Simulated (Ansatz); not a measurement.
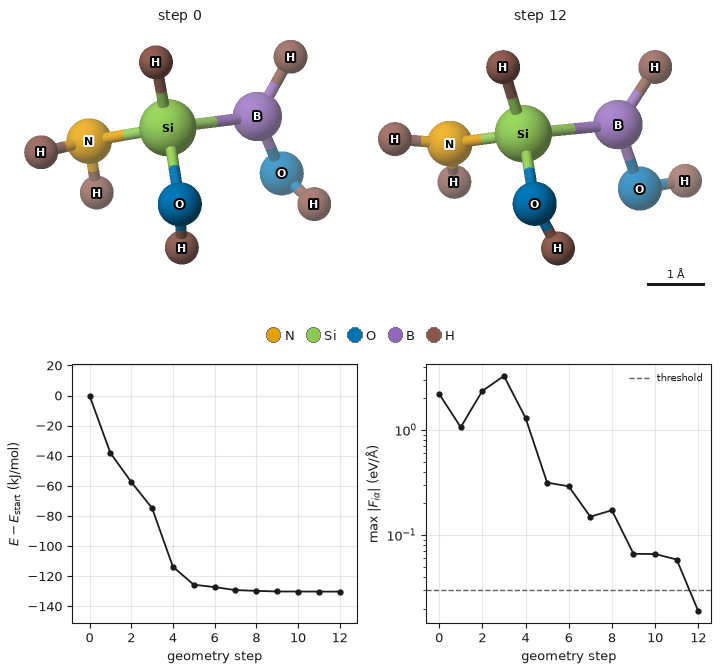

First and last geometry of a relaxation of BSiNH$_{6}$O$_{2}$ (coarse preliminary run), with the history of the run. Style: ball-and-stick. Shown at a tilt.

The start comes from a force field.

Level of theory: RKS PBE-D4/def2-SVP (Ansatz 0.2.0).

Input file:
```yaml
crystal:
  periodic: [false, false, false]
  atoms:
    - {symbol: N, position_ang: [0.054100, 0.833700, 1.620300]}
    - {symbol: Si, position_ang: [-0.781300, 0.060100, 0.220600]}
    - {symbol: O, position_ang: [-0.998700, 1.177100, -1.086700]}
    - {symbol: B, position_ang: [0.391400, -1.421600, -0.359700]}
    - {symbol: O, position_ang: [1.687800, -1.209800, -0.827400]}
    - {symbol: H, position_ang: [-0.594400, 1.713200, 1.852800]}
    - {symbol: H, position_ang: [0.939900, 1.265100, 1.266300]}
    - {symbol: H, position_ang: [-2.060200, -0.418000, 0.624900]}
    - {symbol: H, position_ang: [-0.046900, 1.522400, -1.216900]}
    - {symbol: H, position_ang: [-0.120000, -2.527100, -0.309500]}
    - {symbol: H, position_ang: [1.593700, -1.052000, -1.764100]}
basis:
  gaussian: {orbitals: def2-SVP}
hamiltonian: {xc: pbe, dispersion: d4}
relax: {f_tol: 0.03, max_steps: 200}
```

Command:
```bash
ansatz run in.yaml --threads 4 --pin off --events-out ev --progress --plain --max-ram 10444MiB
```

What do the curves and the structures tell?

It converged. The energy falls by 130.2 kJ/mol in 12 geometry steps. Largest force component: 2.2 eV/Å at the start, 0.019 eV/Å at the end. The atom that moves furthest after the best rigid fit is H11 (0.87 Å). By element the largest moves are H 0.87 Å, O 0.42 Å, B 0.19 Å, Si 0.16 Å, N 0.08 Å. Some distances before and after: N1–H6 1.117 → 1.023 Å, Si2–H8 1.424 → 1.500 Å, N1–Si2 1.804 → 1.746 Å, Si2–B4 1.977 → 2.032 Å. Bond angles that change, for instance: Si2–N1–H6 103.3° → 120.7°, Si2–N1–H7 107.8° → 119.5°, Si2–O3–H9 101.4° → 112.3°. Groups turn about B4–O5 by about 90°, Si2–O3 by about 20°. Cost: 16 s on 4 threads of Arm Neoverse V1, on a shared host.

```csv
step,"E − E(0), kJ/mol","largest force component, eV/Å"
0,0.00,2.2021
1,-38.10,1.0601
2,-57.35,2.3460
3,-74.70,3.2538
4,-113.65,1.3025
5,-125.61,0.3153
6,-127.20,0.2908
7,-129.18,0.1495
8,-129.70,0.1721
9,-130.12,0.0663
10,-130.15,0.0660
11,-130.18,0.0585
12,-130.20,0.0189
```
